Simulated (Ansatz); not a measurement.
A series of calculations on C$_{2}$H$_{6}$FNO$_{2}$

## 1. Relaxation

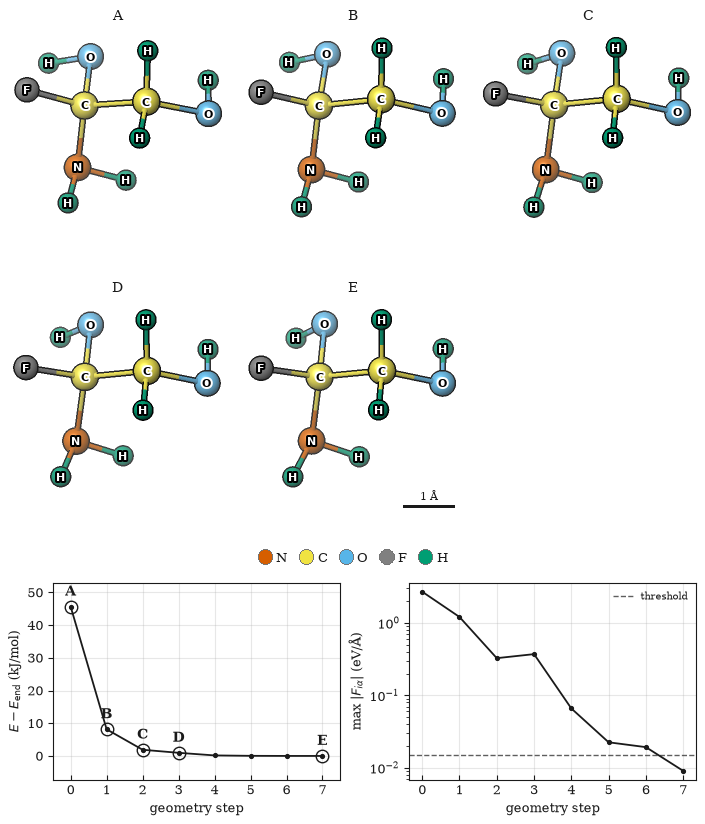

Frames of a relaxation of C₂H₆FNO₂, marked on the history of the run. A ball-and-stick model, seen at a tilt.

The run prepares an end point of a later path (inversion) calculation, from a guessed geometry.

Computed with RKS BLYP-D4/def2-SVP (Ansatz). Settings: no spin polarisation; force threshold 0.015 eV/Å; at most 40 steps.

> What happens along the run?

An H atom moves most after the best rigid fit: 0.28 Å. Largest moves by element: H 0.28 Å, F 0.20 Å, O 0.12 Å, C 0.06 Å, N 0.05 Å. Some distances before and after: C–N 1.378 → 1.449 Å, C–F 1.350 → 1.407 Å, H–N 0.972 → 1.028 Å, C–H 1.076 → 1.107 Å. Bond angles that change, for instance: O–C–F 105.7° → 110.6°, O–C–H 109.1° → 113.0°, O–C–C 110.2° → 106.6°. Groups turn about C–O by about 25°. The energy falls by 45.7 kJ/mol in 7 geometry steps. The largest force component goes from 2.7 to 0.0091 eV/Å. From step 0 to 1: an H atom moves most (0.13 Å), energy −37.5 kJ/mol. From step 1 to 2: an H atom moves most (0.08 Å), energy −6.25 kJ/mol. From step 2 to 3: an H atom moves most (0.08 Å), energy −0.93 kJ/mol. From step 3 to 7: an H atom moves most (0.07 Å), energy −0.96 kJ/mol.

## 2. Relaxation

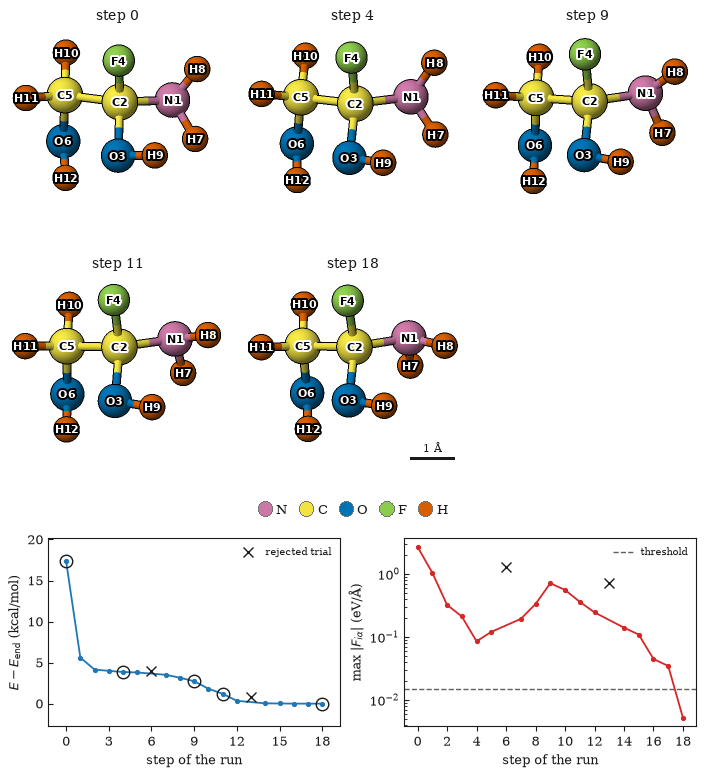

Frames of a relaxation of C₂H₆FNO₂, marked on the history of the run. Style: ball-and-stick. Shown at a tilt.

The run prepares an end point of a later path (inversion) calculation, from a guessed geometry.

These are results of Ansatz, RKS BLYP-D4/def2-SVP, not measurements. (no spin polarisation; force threshold 0.015 eV/Å; at most 40 steps)

What happens along the run?

Answer. The atom that moves furthest after the best rigid fit is H7 (1.18 Å). By element the largest moves are H 1.18 Å, N 0.25 Å, O 0.23 Å, F 0.23 Å, C 0.12 Å. Among the contacts that change: N1–H8 0.972 → 1.028 Å, N1–C2 1.378 → 1.432 Å, C2–F4 1.350 → 1.403 Å, C2–O3 1.389 → 1.420 Å. Among the angles between lasting bonds that change: N1–C2–O3 107.0° → 116.2°, H7–N1–H8 103.9° → 109.5°, O3–C2–C5 110.2° → 105.3°. Groups turn about N1–C2 by about 75°. After 16 accepted moves (18 points after the start) the energy has fallen by 17.4 kcal/mol. The largest force component goes from 2.7 to 0.0052 eV/Å. The line search rejected the trial steps at points 6, 13 of the run. From step 0 to 4: H7 moves most (0.26 Å), energy −13.5 kcal/mol. From step 4 to 9: H7 moves most (0.37 Å), energy −1.13 kcal/mol. From step 9 to 11: H atoms move most (0.37 Å), energy −1.52 kcal/mol. From step 11 to 18: H7 moves most (0.28 Å), energy −1.21 kcal/mol.

| step | E − E(0), kcal/mol | largest force component, eV/Å | note |
| --- | --- | --- | --- |
| 0 | 0.00 | 2.6920 |  |
| 1 | -11.74 | 1.0458 |  |
| 2 | -13.22 | 0.3231 |  |
| 3 | -13.36 | 0.2117 |  |
| 4 | -13.50 | 0.0854 |  |
| 5 | -13.57 | 0.1203 |  |
| 6 | -13.33 | 1.2919 | rejected |
| 7 | -13.84 | 0.1933 |  |
| 8 | -14.20 | 0.3333 |  |
| 9 | -14.63 | 0.7122 |  |
| 10 | -15.54 | 0.5584 |  |
| 11 | -16.16 | 0.3614 |  |
| 12 | -17.02 | 0.2457 |  |
| 13 | -16.55 | 0.7119 | rejected |
| 14 | -17.32 | 0.1403 |  |
| 15 | -17.34 | 0.1092 |  |
| 16 | -17.36 | 0.0447 |  |
| 17 | -17.36 | 0.0346 |  |
| 18 | -17.36 | 0.0052 |  |

## 3. Path

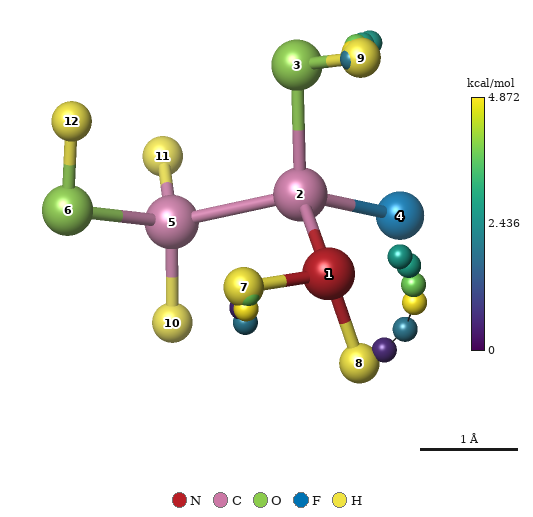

A search for the minimum-energy path of C2H6FNO2 by the nudged elastic band. Images are numbered from 0 (start) to 6 (end). The start is drawn whole; smaller spheres mark the moving atoms (H) in the later images, joined by lines and coloured by the energy of the image relative to the start. Style: ball-and-stick. Shown at a tilt.

The calculation used RKS BLYP-D4/def2-SVP in Ansatz 0.2.0.

Input file:
```yaml
crystal:
  periodic: [false, false, false]
  atoms:
    - { symbol: "N", position_ang: [-1.39837, 0.139984, 0.537115] }
    - { symbol: C, position_ang: [0.023506, -0.134706, 0.596773] }
    - { symbol: O, position_ang: [0.69862, 1.011631, 1.016538] }
    - { symbol: F, position_ang: [0.194232, -1.178115, 1.524716] }
    - { symbol: C, position_ang: [0.682429, -0.576189, -0.724752] }
    - { symbol: O, position_ang: [0.462626, 0.408345, -1.730132] }
    - { symbol: H, position_ang: [-1.587591, 0.618224, -0.356573] }
    - { symbol: H, position_ang: [-1.921815, -0.74509, 0.524802] }
    - { symbol: H, position_ang: [0.082889, 1.462965, 1.633357] }
    - { symbol: H, position_ang: [0.210921, -1.517503, -1.068207] }
    - { symbol: H, position_ang: [1.763112, -0.774787, -0.538063] }
    - { symbol: H, position_ang: [0.866342, 1.23014, -1.381574] }
basis:
  gaussian: { orbitals: def2-SVP }
hamiltonian:
  xc: blyp
  dispersion: d4
neb:
  order_check: false
  images: 5
  f_tol: 0.05
  max_iterations: 60
  initial_path: idpp
  final_atoms:
    - { symbol: "N", position_ang: [-1.42847194, -0.22877712, 0.2970653] }
    - { symbol: C, position_ang: [-0.01492737, -0.2415975, 0.52637428] }
    - { symbol: O, position_ang: [0.55580037, 0.97306441, 0.99175718] }
    - { symbol: F, position_ang: [0.25707604, -1.23126479, 1.48252313] }
    - { symbol: C, position_ang: [0.7425554, -0.57455054, -0.77136643] }
    - { symbol: O, position_ang: [0.51850033, 0.42900575, -1.75543976] }
    - { symbol: H, position_ang: [-1.6231382, 0.33373206, -0.54107239] }
    - { symbol: H, position_ang: [-1.95116581, 0.15382709, 1.0950409] }
    - { symbol: H, position_ang: [0.01632729, 1.29732591, 1.74032903] }
    - { symbol: H, position_ang: [0.35945201, -1.53160556, -1.17159793] }
    - { symbol: H, position_ang: [1.81780143, -0.69953271, -0.51029043] }
    - { symbol: H, position_ang: [0.82709146, 1.265272, -1.34932287] }
```

Run as
```bash
ansatz run input.yaml --threads 2 --pin off --max-ram 3072MiB --backend cpu --events-out ev --progress --plain --runs-dir out
```

### What moves, how far, and at what cost in energy?

The motion is an umbrella inversion at N1. No bond forms or breaks between the ends. Bond angles that change up to the highest image, for instance: H7–N1–H8 107.2° → 121.4°, C2–N1–H7 107.7° → 118.4°. Forward barrier 4.87 kcal/mol, backward barrier 2.21 kcal/mol, with image 3 at the top; the reaction energy is +2.66 kcal/mol. The band converged in 6 iterations, with a climbing image at the top. At the top, the vibrational analysis gives one imaginary mode (544i cm⁻¹), as a transition state must have.

Cost: 85 s on 2 threads of Arm Neoverse V1, with other jobs on the host, peak memory 0.15 GiB.
